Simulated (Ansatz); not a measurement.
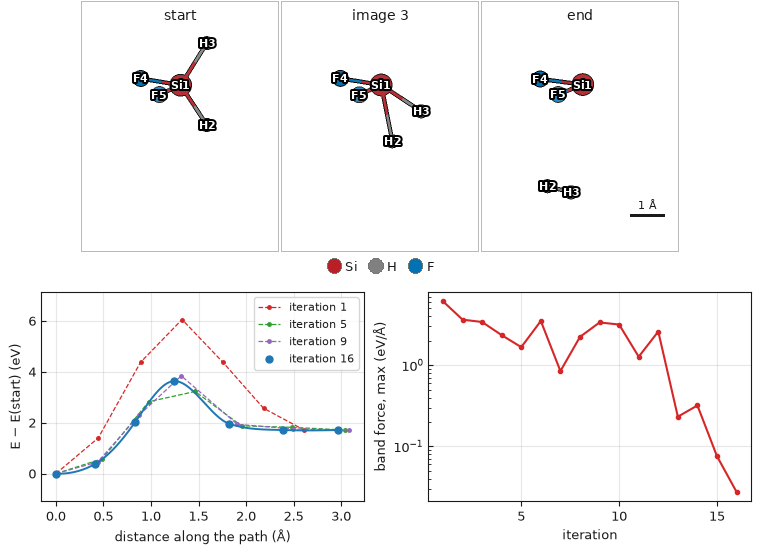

A search for the minimum-energy path of SiH$_{2}$F$_{2}$ by the nudged elastic band. Images are numbered from 0 (start) to 6 (end). The plot follows the band through its iterations. Style: ball-and-stick. Shown from a free direction.

Theory: RKS PBE0-D4/def2-SVP in Ansatz. Settings: 5 movable images; climbing image.

Judge this run.

Answer. The run is converged, with reservations. The band converged in 16 iterations. The largest component of the band force went from 6.1 to 0.028 eV/Å. The climbing image converged on the top of the path. Its curvatures weren't checked. The largest force component is 1.02 eV/Å at the start and 1.12 eV/Å at the end; an end with forces this large is no minimum, and the barrier measured from it can be far off. The first iteration put the highest image at 6.06 eV. The highest point, image 3, lies 3.64 eV above the start and 1.92 eV above the end; the end is at +1.71 eV relative to the start.
